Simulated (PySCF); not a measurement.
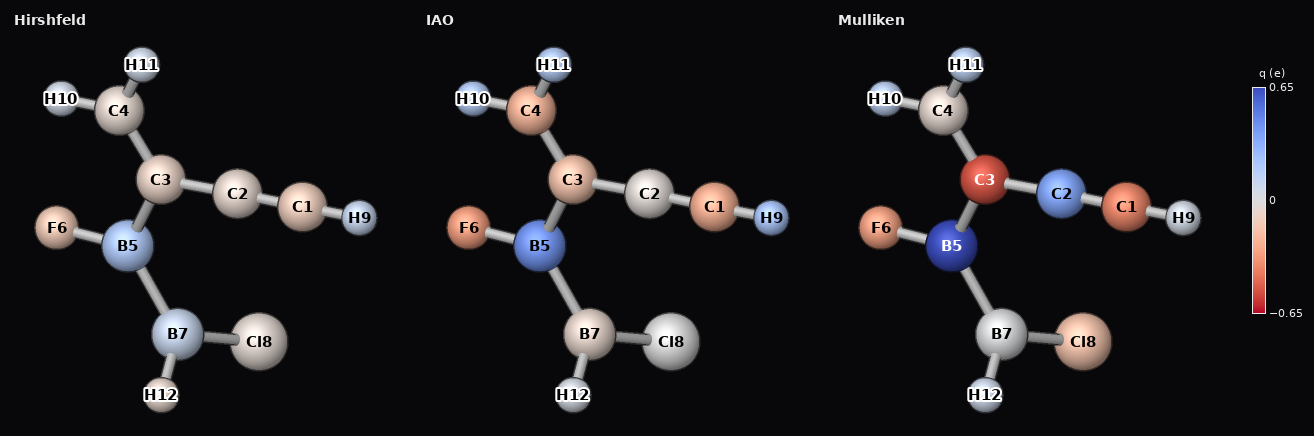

Atomic charges of one calculation by 3 schemes, on one colour scale. The computed structure is the end point of a GFN2-xTB optimisation. No frequency run is at hand to confirm it as a minimum. Computed with PBE0/pcSseg-1 (PySCF 2.14.0).

Question. Which scheme gives the most polar picture (largest mean size of the charges)?

Answer. The Mulliken charges are the largest in size here, and the Hirshfeld charges the smallest.

Question. On which atom do the schemes disagree most?

Answer. On B5 (from 0.18 to 0.64 e).

List the charges (e), one line for each set of equivalent atoms.

```
atom  Hirshfeld    IAO  Mulliken
  C1      −0.11  −0.24     −0.37
  C2      −0.05  −0.02      0.35
  C3      −0.07  −0.16     −0.51
  C4      −0.04  −0.22     −0.04
  B5       0.18   0.41      0.64
  F6      −0.12  −0.29     −0.29
  B7       0.09  −0.05      0.01
 Cl8      −0.03   0.00     −0.16
  H9       0.09   0.21      0.04
 H10       0.05   0.16      0.13
 H11       0.06   0.17      0.13
 H12      −0.06   0.03      0.07
```

The geometry is semi-empirical. Around B such bond lengths and angles can be off by a tenth of an ångström or more and by several degrees, and values that hang on the shape move with them.
